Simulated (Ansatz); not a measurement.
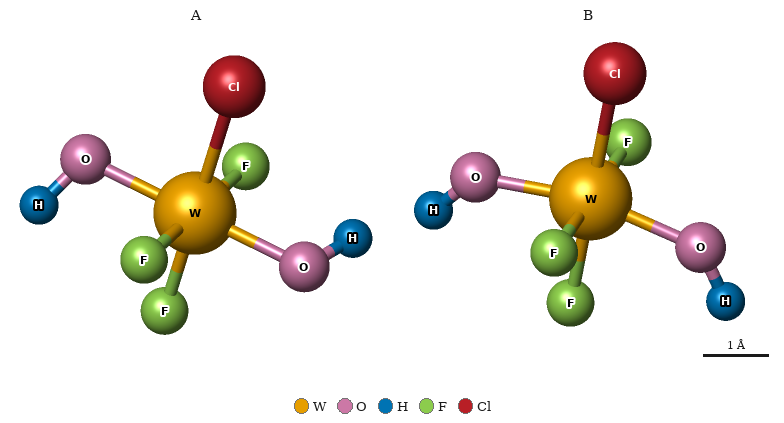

Two geometries of WH2O2ClF3, drawn at one scale. One is the start of a relaxation, the other its converged end. The picture is a ball-and-stick view, seen at a tilt.

Computed with Ansatz, RKS B3LYP-D4/def2-SVP. Set-up: no spin polarisation; force threshold 0.02 eV/Å; at most 40 steps.

Q: Which geometry has the lower energy?

A: Structure B is the relaxed one. The run prepares the start of a later molecular dynamics calculation, from a guessed geometry. The energy falls by 0.672 eV in 11 accepted moves (12 points after the start). The largest force component goes from 2.3 to 0.0065 eV/Å. The line search rejected the trial step at point 8 of the run. The atom that moves furthest after the best rigid fit is an H atom (1.02 Å). Largest moves by element: H 1.02 Å, F 0.41 Å, O 0.36 Å, Cl 0.27 Å, W 0.25 Å. Some distances before and after: Cl–W 2.390 → 2.297 Å, O–W 1.940 → 1.866 Å, F–W 1.850 → 1.910 Å, H–O 1.010 → 0.968 Å. Among the angles between lasting bonds that change: W–O–H 109.5° → 132.4°, O–W–O 180.0° → 164.6°, O–W–Cl 90.0° → 97.7°.
